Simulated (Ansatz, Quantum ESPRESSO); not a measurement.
# Pm2O3 (P-3m1): zone-centre phonons, part 2 of 4

Which modes does Pm2O3 (P-3m1) have at the zone centre?

Quantum ESPRESSO 7.5; DFT PBEsol, scalar-relativistic, plane waves, PseudoDojo norm-conserving, 4f in core pseudopotentials.

So far. Step 2 (A first look): A gap of 3.8 eV opens on this mesh, so the crystal is taken as an insulator; the start stands at -4.3 GPa. Step 4 (Self-consistent run for the response): The cell stands at -0.18 GPa, close enough for phonons. The relaxed cell has a = 3.774, c = 5.898 Å (conventional setting).

**5. Zone-centre response**

At q = 0 one unit cell holds all displacements; symmetry groups them into irreducible representations that are solved one by one. The response to a field gives ε∞ and the Born charges, which polar modes need.

Input file ph.in:

```
phonons
&INPUTPH
  prefix = 'x'
  outdir = './tmp'
  fildyn = 'g.dyn'
  tr2_ph = 1.0d-18
  epsil  = .true.
/
0.000000000 0.000000000 0.000000000
```

On the command line:

```sh
OMP_NUM_THREADS=1 mpirun -n 8 ph.x -nk 8 -in ph.in > ph.out
```

Output:

```text
[banners, grids, parts of the stress and lines that vanish by symmetry left out]
[banner, memory and clock lines left out]
Program PHONON v.7.5

     ./tmp/x.save/

     IMPORTANT: XC functional enforced from input :
     Exchange-correlation= PBESOL
                           (   1   4  10   8   0   0   0)
     Any further DFT definition will be discarded
     Please, verify this is what you really want

     G-vector sticks info

     Check: negative core charge=   -0.000003
     Reading collected, re-writing distributed wavefunctions in ./tmp/

     Number and degeneracy of irreps per q-point
       N         xq(1)         xq(2)         xq(3)   N irreps
       1   0.000000000   0.000000000   0.000000000      10
        1   1   2   2   1   1   1   2   2   2

     Calculation of q =    0.0000000   0.0000000   0.0000000

     phonons

     bravais-lattice index     =            0
     lattice parameter (alat)  =       7.1321  a.u.
     unit-cell volume          =     491.0016 (a.u.)^3
     number of atoms/cell      =            5
     number of atomic types    =            2
     kinetic-energy cut-off    =      72.0000  Ry
     charge density cut-off    =     288.0000  Ry
     convergence threshold     =      1.0E-18
     beta                      =       0.7000
     number of iterations used =            4
     Exchange-correlation= PBESOL
                           (   1   4  10   8   0   0   0)

     celldm(1)=    7.13212  celldm(2)=    0.00000  celldm(3)=    0.00000
     celldm(4)=    0.00000  celldm(5)=    0.00000  celldm(6)=    0.00000

     crystal axes: (cart. coord. in units of alat)
               a(1) = (  1.0000  0.0000  0.0000 )
               a(2) = ( -0.5000  0.8660  0.0000 )
               a(3) = (  0.0000  0.0000  1.5628 )

     reciprocal axes: (cart. coord. in units 2 pi/alat)
               b(1) = (  1.0000  0.5774 -0.0000 )
               b(2) = (  0.0000  1.1547  0.0000 )
               b(3) = (  0.0000 -0.0000  0.6399 )

     Atoms inside the unit cell:

     Cartesian axes

     site n.  atom      mass           positions (alat units)
        1  Pm    144.9128   tau(    1) = (    0.50000    0.28868    0.39411  )
        2  Pm    144.9128   tau(    2) = (   -0.00000    0.57735    1.16867  )
        3  O      15.9990   tau(    3) = (   -0.00000    0.57735    0.22687  )
        4  O      15.9990   tau(    4) = (    0.00000    0.00000    0.78139  )
        5  O      15.9990   tau(    5) = (    0.50000    0.28868    1.33591  )

     Computing dynamical matrix for
                    q = (   0.0000000   0.0000000   0.0000000 )

     13 Sym.Ops. (with q -> -q+G )

     G cutoff =  371.0823  (  40519 G-vectors)     FFT grid: ( 40, 40, 64)
     number of k points=    24
                       cart. coord. in units 2pi/alat
        k(    1) = (   0.0000000   0.0000000   0.0000000), wk =   0.0138889
        k(    2) = (   0.0000000   0.0000000   0.1599720), wk =   0.0277778
        k(    3) = (   0.0000000   0.0000000  -0.3199439), wk =   0.0138889
        [... further k-points left out ...]

     PseudoPot. # 1 for Pm read from file:
     ./pseudo/Pm.upf
     Pseudo is Norm-conserving + core correction, Zval = 11.0

     PseudoPot. # 2 for O  read from file:
     ./pseudo/O.upf
     Pseudo is Norm-conserving + core correction, Zval =  6.0

     Mode symmetry, D_3d (-3m)  point group:

     Electric field:
     Dielectric constant
     Born effective charges as d Force / d E

     Atomic displacements:
     There are   10 irreducible representations

     Representation     1      1 modes -  To be done

     Representation     2      1 modes -  To be done

     Representation     3      2 modes -  To be done

     Representation     4      2 modes -  To be done

[...]
Representation     9      2 modes -  To be done

     Representation    10      2 modes -  To be done

     Alpha used in Ewald sum =   2.7000

     Electric Fields Calculation

      thresh= 1.000E-02 alpha_mix =  0.700 |ddv_scf|^2 =  7.927E-08

      [... iterations left out ...]
      thresh= 1.012E-10 alpha_mix =  0.700 |ddv_scf|^2 =  1.466E-20

     End of electric fields calculation

          Dielectric constant in cartesian axis

          (       4.824874147      -0.000000002       0.000000000 )
          (      -0.000000002       4.824874142      -0.000000000 )
          (       0.000000000      -0.000000000       4.694545532 )

          Effective charges (d Force / dE) in cartesian axis without acoustic sum rule applied (asr)

           atom    1  Pm    Mean Z*:        3.93726
      Ex  (        4.05390        0.00000       -0.00000 )
      Ey  (        0.00000        4.05390        0.00000 )
      Ez  (        0.00000        0.00000        3.70397 )
           atom    2  Pm    Mean Z*:        3.93726
      Ex  (        4.05390        0.00000       -0.00000 )
      Ey  (        0.00000        4.05390       -0.00000 )
      Ez  (        0.00000        0.00000        3.70397 )
           atom    3  O     Mean Z*:       -2.63778
      Ex  (       -2.72276        0.00000        0.00000 )
      Ey  (        0.00000       -2.72276       -0.00000 )
      Ez  (        0.00000        0.00000       -2.46782 )
           atom    4  O     Mean Z*:       -2.59905
      Ex  (       -2.66258        0.00000        0.00000 )
      Ey  (        0.00000       -2.66258        0.00000 )
      Ez  (        0.00000       -0.00000       -2.47199 )
           atom    5  O     Mean Z*:       -2.63778
      Ex  (       -2.72276        0.00000        0.00000 )
      Ey  (        0.00000       -2.72276        0.00000 )
      Ez  (        0.00000        0.00000       -2.46782 )

          Effective charges Sum: Mean:       -0.00010
             -0.00030        0.00000        0.00000
              0.00000       -0.00030        0.00000
             -0.00000       -0.00000        0.00030

          Effective charges (d Force / dE) in cartesian axis with asr applied:
           atom    1  Pm    Mean Z*:        3.93728
      E*x (        4.05396       -0.00000       -0.00000 )
      E*y (       -0.00000        4.05396        0.00000 )
      E*z (       -0.00000       -0.00000        3.70391 )
           atom    2  Pm    Mean Z*:        3.93728
      E*x (        4.05396       -0.00000       -0.00000 )
      E*y (       -0.00000        4.05396       -0.00000 )
      E*z (       -0.00000       -0.00000        3.70391 )
           atom    3  O     Mean Z*:       -2.63776
      E*x (       -2.72270        0.00000        0.00000 )
      E*y (        0.00000       -2.72270        0.00000 )
      E*z (        0.00000        0.00000       -2.46789 )
           atom    4  O     Mean Z*:       -2.59903
      E*x (       -2.66252        0.00000        0.00000 )
      E*y (        0.00000       -2.66252        0.00000 )
      E*z (       -0.00000       -0.00000       -2.47205 )
           atom    5  O     Mean Z*:       -2.63776
[...]
Representation #   1 mode #   1

     Self-consistent Calculation

      thresh= 1.000E-02 alpha_mix =  0.700 |ddv_scf|^2 =  4.490E-05

      [... iterations left out ...]
      thresh= 2.256E-10 alpha_mix =  0.700 |ddv_scf|^2 =  5.139E-19

     End of self-consistent calculation

     Convergence has been achieved

     Representation #   2 mode #   2

     Self-consistent Calculation

[...]
[... iterations left out ...]
[...]
End of self-consistent calculation

     Convergence has been achieved

     Representation #   3 modes #   3   4

     Self-consistent Calculation

[...]
[... iterations left out ...]
[...]
End of self-consistent calculation

     Convergence has been achieved

     Representation #   4 modes #   5   6

     Self-consistent Calculation

[...]
End of self-consistent calculation

     Convergence has been achieved

     Representation #   5 mode #   7

[...]
Convergence has been achieved

     Representation #   6 mode #   8

[...]
Convergence has been achieved

     Representation #   7 mode #   9

[...]
Convergence has been achieved

     Representation #   8 modes #  10  11

[...]
Convergence has been achieved

     Representation #   9 modes #  12  13

     Self-consistent Calculation

[...]
[... iterations left out ...]
[...]
End of self-consistent calculation

     Convergence has been achieved

     Representation #  10 modes #  14  15

     Self-consistent Calculation

      thresh= 1.000E-02 alpha_mix =  0.700 |ddv_scf|^2 =  3.356E-07

      [... iterations left out ...]
      thresh= 3.932E-10 alpha_mix =  0.700 |ddv_scf|^2 =  1.089E-19

     End of self-consistent calculation

     Convergence has been achieved

     Number of q in the star =    1
     List of q in the star:
          1   0.000000000   0.000000000   0.000000000

          Dielectric constant in cartesian axis

          (       4.824874147      -0.000000002       0.000000000 )
          (      -0.000000002       4.824874142      -0.000000000 )
          (       0.000000000      -0.000000000       4.694545532 )

          Effective charges (d Force / dE) in cartesian axis without acoustic sum rule applied (asr)

           atom    1  Pm    Mean Z*:        3.93726
      Ex  (        4.05390        0.00000       -0.00000 )
      Ey  (        0.00000        4.05390        0.00000 )
      Ez  (        0.00000        0.00000        3.70397 )
           atom    2  Pm    Mean Z*:        3.93726
      Ex  (        4.05390        0.00000       -0.00000 )
      Ey  (        0.00000        4.05390       -0.00000 )
      Ez  (        0.00000        0.00000        3.70397 )
           atom    3  O     Mean Z*:       -2.63778
      Ex  (       -2.72276        0.00000        0.00000 )
      Ey  (        0.00000       -2.72276       -0.00000 )
      Ez  (        0.00000        0.00000       -2.46782 )
           atom    4  O     Mean Z*:       -2.59905
      Ex  (       -2.66258        0.00000        0.00000 )
      Ey  (        0.00000       -2.66258        0.00000 )
      Ez  (        0.00000       -0.00000       -2.47199 )
           atom    5  O     Mean Z*:       -2.63778
      Ex  (       -2.72276        0.00000        0.00000 )
      Ey  (        0.00000       -2.72276        0.00000 )
      Ez  (        0.00000        0.00000       -2.46782 )

          Effective charges Sum: Mean:       -0.00010
             -0.00030        0.00000        0.00000
              0.00000       -0.00030        0.00000
             -0.00000       -0.00000        0.00030

          Effective charges (d Force / dE) in cartesian axis with asr applied:
           atom    1  Pm    Mean Z*:        3.93728
[...]
atom    2  Pm    Mean Z*:        3.93728
[...]
atom    3  O     Mean Z*:       -2.63776
[...]
atom    4  O     Mean Z*:       -2.59903
      E*x (       -2.66252        0.00000        0.00000 )
      E*y (        0.00000       -2.66252        0.00000 )
      E*z (       -0.00000       -0.00000       -2.47205 )
           atom    5  O     Mean Z*:       -2.63776
      E*x (       -2.72270        0.00000        0.00000 )
      E*y (        0.00000       -2.72270        0.00000 )
      E*z (        0.00000        0.00000       -2.46789 )

     Diagonalizing the dynamical matrix

     q = (    0.000000000   0.000000000   0.000000000 )

 **************************************************************************
     freq (    1) =      -0.436036 [THz] =     -14.544611 [cm-1]
     freq (    2) =      -0.436036 [THz] =     -14.544611 [cm-1]
     freq (    3) =      -0.391384 [THz] =     -13.055158 [cm-1]
     freq (    4) =       3.244107 [THz] =     108.211758 [cm-1]
     freq (    5) =       3.244107 [THz] =     108.211758 [cm-1]
     freq (    6) =       5.941673 [THz] =     198.192871 [cm-1]
     freq (    7) =       5.941673 [THz] =     198.192872 [cm-1]
     freq (    8) =       6.112349 [THz] =     203.886027 [cm-1]
     freq (    9) =       6.937494 [THz] =     231.409884 [cm-1]
     freq (   10) =      13.045333 [THz] =     435.145460 [cm-1]
     freq (   11) =      13.045333 [THz] =     435.145460 [cm-1]
     freq (   12) =      13.203317 [THz] =     440.415265 [cm-1]
     freq (   13) =      13.962940 [THz] =     465.753550 [cm-1]
     freq (   14) =      14.255406 [THz] =     475.509157 [cm-1]
     freq (   15) =      14.255406 [THz] =     475.509158 [cm-1]
 **************************************************************************

     Mode symmetry, D_3d (-3m)  point group:

     freq (   1-   2) =        -14.5  [cm-1]   --> E_u  L_3'       I
     freq (   3-   3) =        -13.1  [cm-1]   --> A_2u L_2'       I
     freq (   4-   5) =        108.2  [cm-1]   --> E_g  L_3        R
     freq (   6-   7) =        198.2  [cm-1]   --> E_u  L_3'       I
     freq (   8-   8) =        203.9  [cm-1]   --> A_1g L_1        R
     freq (   9-   9) =        231.4  [cm-1]   --> A_2u L_2'       I
     freq (  10-  11) =        435.1  [cm-1]   --> E_u  L_3'       I
     freq (  12-  12) =        440.4  [cm-1]   --> A_1g L_1        R
     freq (  13-  13) =        465.8  [cm-1]   --> A_2u L_2'       I
     freq (  14-  15) =        475.5  [cm-1]   --> E_g  L_3        R
```

Elapsed: 5.7 min, on 8 MPI ranks of Arm Neoverse V2, shared host; 45 min of CPU time.

Numbers from this step:

```yaml
miss_of_the_charge_sum_rule: 3.10e-4 e
largest_acoustic_frequency_at_the_zone_centre_before_the_sum_rule: -14.54 cm⁻¹
highest_optical_zone_centre_mode_no_lo_to_term: 475.5 cm⁻¹
lowest_optical_zone_centre_mode: 108.2 cm⁻¹
mean_high_frequency_dielectric_constant: 4.781
largest_born_charge_in_size_third_of_the_trace: 3.937 e
```

Born charge (rows field, columns displacement), before the sum rule (e), principal values of the symmetric part by kind of site:

| atom | atoms with these values | low | middle | high | mean |
| --- | --- | --- | --- | --- | --- |
| Pm1 | 2 | 3.70 | 4.05 | 4.05 | 3.94 |
| O3 | 2 | -2.72 | -2.72 | -2.47 | -2.64 |
| O4 | 1 | -2.66 | -2.66 | -2.47 | -2.60 |

In full for O4:

```
-2.66  0.00  0.00
 0.00 -2.66  0.00
 0.00  0.00 -2.47
```

High-frequency dielectric tensor:

```
4.82 0.00 0.00
0.00 4.82 0.00
0.00 0.00 4.69
```

The acoustic modes at Γ come out as far as 14.5 cm⁻¹ from zero, where they should vanish, a sizeable error of basis and grid or of the response kernel of this functional; the Born charges miss their sum rule by 3.1e-4 e, which is good.

**6. Modes with the sum rule**

A rigid shift of the crystal must cost nothing, but grids and finite bases break this; the acoustic sum rule is imposed before the matrix is diagonalised again. With Born charges the intensities follow, and the static dielectric tensor.

Input file dynmat.in:

```
&INPUT
  fildyn = 'g.dyn'
  asr    = 'simple'
  fileig = 'dynmat.eig'
  lperm  = .true.
/
```

On the command line:

```sh
dynmat.x -in dynmat.in > dynmat.out
```

Output:

```text
[banner, memory and clock lines left out]
Program DYNMAT v.7.5

     Reading Dynamical Matrix from file g.dyn
     ...Force constants read
     ...epsilon and Z* read
     A direction for q was not specified:TO-LO splitting will be absent

     Polarizability (A^3 units)
     multiply by 0.442384 for Clausius-Mossotti correction
        22.145914   -0.000000    0.000000
        -0.000000   22.145914   -0.000000
         0.000000   -0.000000   21.391315

     IR activities are in (D/A)^2/amu units

# mode   [cm-1]    [THz]      IR
    1     -0.00   -0.0000    0.0000
    2     -0.00   -0.0000    0.0000
    3      0.00    0.0000    0.0000
    4    108.24    3.2449    0.0000
    5    108.24    3.2449    0.0000
    6    203.90    6.1127    0.0000
    7    206.27    6.1837   21.3724
    8    206.27    6.1837   21.3724
    9    235.07    7.0472   28.2745
   10    435.68   13.0613   15.4631
   11    435.68   13.0613   15.4631
   12    440.74   13.2130    0.0000
   13    467.17   14.0053    2.4714
   14    475.71   14.2614    0.0000
   15    475.71   14.2614    0.0000

Electronic dielectric permittivity tensor (relative, adimensional)
         4.824874   -0.000000    0.000000
        -0.000000    4.824874   -0.000000
         0.000000   -0.000000    4.694546

 ... with zone-center polar mode contributions
        21.938008   -0.000000    0.000000
        -0.000000   21.938008    0.000000
         0.000000    0.000000   20.025754

[end of the log left out, with the tail of the file of modes that dynmat.x writes under the same name]
```

The job ended after 0.47 s (1 thread).

Read from the output:

```yaml
highest_optical_zone_centre_mode_no_lo_to_term: 475.7 cm⁻¹
mean_static_dielectric_constant: 21.30
```

Unit eigenvectors of the mass-weighted matrix after the sum rule; no LO-TO term. Modes at Γ, with each element's share of the kinetic energy:

| mode | frequency (cm⁻¹) | Pm % | O % |
| --- | --- | --- | --- |
| 1 | 0.0 | 86 | 14 |
| 2 | 0.0 | 86 | 14 |
| 3 | 0.0 | 86 | 14 |
| 4 | 108.2 | 97 | 3 |
| 5 | 108.2 | 97 | 3 |
| 6 | 203.9 | 98 | 2 |
| 7 | 206.3 | 8 | 92 |
| 8 | 206.3 | 8 | 92 |
| 9 | 235.1 | 13 | 87 |
| 10 | 435.7 | 6 | 94 |
| 11 | 435.7 | 6 | 94 |
| 12 | 440.7 | 2 | 98 |
| 13 | 467.2 | 1 | 99 |
| 14 | 475.7 | 3 | 97 |
| 15 | 475.7 | 3 | 97 |

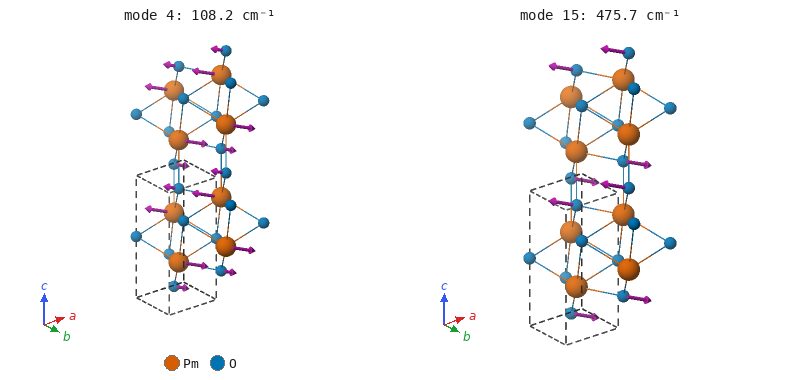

Displacement patterns of modes 4 and 15 at Γ; arrows are exaggerated. 2×1×2 cells are drawn. Some periodic images of atoms are drawn too.

Degenerate modes summed, no LO-TO term. Infrared lines, with heights relative to the strongest:

| position (cm⁻¹) | lines merged | IR intensity, relative |
| --- | --- | --- |
| 108 | 2 | 0.0 |
| 204 | 1 | 0.0 |
| 206 | 2 | 100 |
| 235 | 1 | 66 |
| 436 | 2 | 72 |
| 441 | 1 | 0.0 |
| 467 | 1 | 5.8 |
| 476 | 2 | 0.0 |

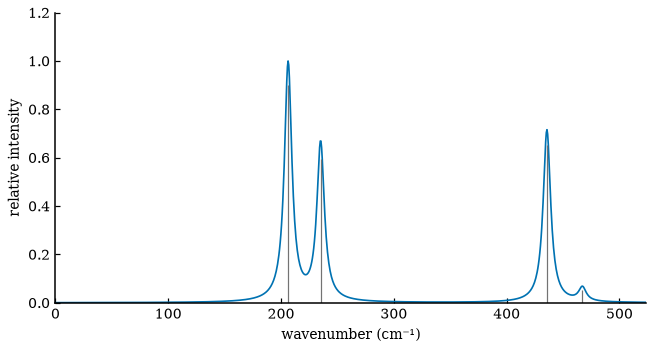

The infrared spectrum, broadened with Lorentzians of width 8 cm⁻¹; bars mark the lines.

Static dielectric tensor (ions relaxed, fixed cell):

```
21.94  0.00  0.00
 0.00 21.94  0.00
 0.00  0.00 20.03
```

The rule also moves an optical mode by 8.1 cm⁻¹.

**7. Sum rules set otherwise (asr no)**

Without the rule the raw error of the acoustic modes shows.

Input file dynmat.in:

```
&INPUT
  fildyn = 'g.dyn'
  asr    = 'no'
  fileig = 'dynmat.eig'
  lperm  = .true.
/
```

On the command line:

```sh
dynmat.x -in dynmat.in > dynmat.out
```

Output:

```text
[banner, memory and clock lines left out]
Program DYNMAT v.7.5

     Reading Dynamical Matrix from file g.dyn
     ...Force constants read
     ...epsilon and Z* read
     A direction for q was not specified:TO-LO splitting will be absent

     Polarizability (A^3 units)
     multiply by 0.442384 for Clausius-Mossotti correction
        22.145914   -0.000000    0.000000
        -0.000000   22.145914   -0.000000
         0.000000   -0.000000   21.391315

     IR activities are in (D/A)^2/amu units

# mode   [cm-1]    [THz]      IR
    1    -14.54   -0.4360    0.0075
    2    -14.54   -0.4360    0.0075
    3    -13.06   -0.3914    0.0024
    4    108.21    3.2441    0.0000
    5    108.21    3.2441    0.0000
    6    198.19    5.9417   21.1337
    7    198.19    5.9417   21.1337
    8    203.89    6.1123    0.0000
    9    231.41    6.9375   28.1428
   10    435.15   13.0453   15.6956
   11    435.15   13.0453   15.6956
   12    440.42   13.2033    0.0000
   13    465.75   13.9629    2.5996
   14    475.51   14.2554    0.0000
   15    475.51   14.2554    0.0000

Electronic dielectric permittivity tensor (relative, adimensional)
         4.824874   -0.000000    0.000000
        -0.000000    4.824874   -0.000000
         0.000000   -0.000000    4.694546

 ... with zone-center polar mode contributions
        23.025946   -0.000000    0.000000
        -0.000000   23.025946   -0.000000
         0.000000   -0.000000   20.451115

[end of the log left out, with the tail of the file of modes that dynmat.x writes under the same name]
```

Wall time 0.47 s (1 thread).

Read from the output:

| Item | Value |
| --- | --- |
| highest optical zone-centre mode (no LO-TO term) | 475.5 cm⁻¹ |
| mean static dielectric constant | 22.17 |

Zone-centre frequencies as printed; negative means imaginary. Modes:

| mode | frequency (cm⁻¹) |
| --- | --- |
| 1 | -14.54 |
| 2 | -14.54 |
| 3 | -13.06 |
| 4 | 108.2 |
| 5 | 108.2 |
| 6 | 198.2 |
| 7 | 198.2 |
| 8 | 203.9 |
| 9 | 231.4 |
| 10 | 435.1 |
| 11 | 435.1 |
| 12 | 440.4 |
| 13 | 465.8 |
| 14 | 475.5 |
| 15 | 475.5 |

Against the first rule no mode moves by more than 14.6 cm⁻¹.

(Part 2 of 4 ends here.)

[Host names and launcher messages were left out of these logs when they were recorded.]

[Logs are printed without paths, hosts, clocks, repeated set-up lines and the standing remarks that a program may print on its own settings, such as how far it seeks lower states.]

[Hosts, paths, dates, database ids (printed as entryN), source tags and the programs' standing remarks are cut or masked in the printed files.]
